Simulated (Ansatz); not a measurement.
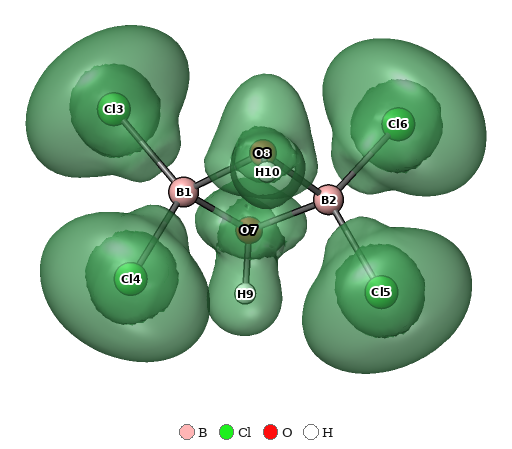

The picture shows: B$_{2}$Cl$_{4}$H$_{2}$O$_{2}$ (SMILES Cl[B-]1(Cl)[OH+][B-](Cl)(Cl)[OH+]1). Isosurface of the electron localisation function at 0.75 (green), seen at a tilt. Only the valence region is drawn (cores and ρ < 0.01 e/Å³ removed).

Geometry: PBE0-D4/def2-SVP.

Method: isolated molecule in a Gaussian basis; Kohn-Sham density functional theory, functional PBE0 in Ansatz 0.2.0.

```yaml
atoms:
  - { symbol: B, position_ang: [-0.0775, -1.0924, 0.2152] }
  - { symbol: B, position_ang: [0.3517, 0.9895, -0.3580] }
  - { symbol: Cl, position_ang: [0.9056, -2.5233, -0.1706] }
  - { symbol: Cl, position_ang: [-1.5812, -1.3695, 1.1740] }
  - { symbol: Cl, position_ang: [-0.8382, 2.2345, 0.1818] }
  - { symbol: Cl, position_ang: [1.7485, 1.5654, -1.2962] }
  - { symbol: O, position_ang: [0.7596, 0.0617, 0.8057] }
  - { symbol: O, position_ang: [-0.3548, -0.2114, -1.0211] }
  - { symbol: H, position_ang: [0.4642, 0.3627, 1.6777] }
  - { symbol: H, position_ang: [-1.2949, -0.0685, -1.2057] }
```

### What do the ELF domains correspond to?

The surface consists of four regions on Cl in which the atom's valence shell and bonds are merged and two joined regions spread over several atoms (H, O), in which their bonds and any lone pairs are merged. Profiles from the grid: B–O (1.54 Å): the ELF peaks at about 0.90 between the atoms, as expected for a polar covalent bond. B–Cl (1.78 Å): the ELF peaks at about 0.90 between the atoms, as expected for a polar covalent bond.
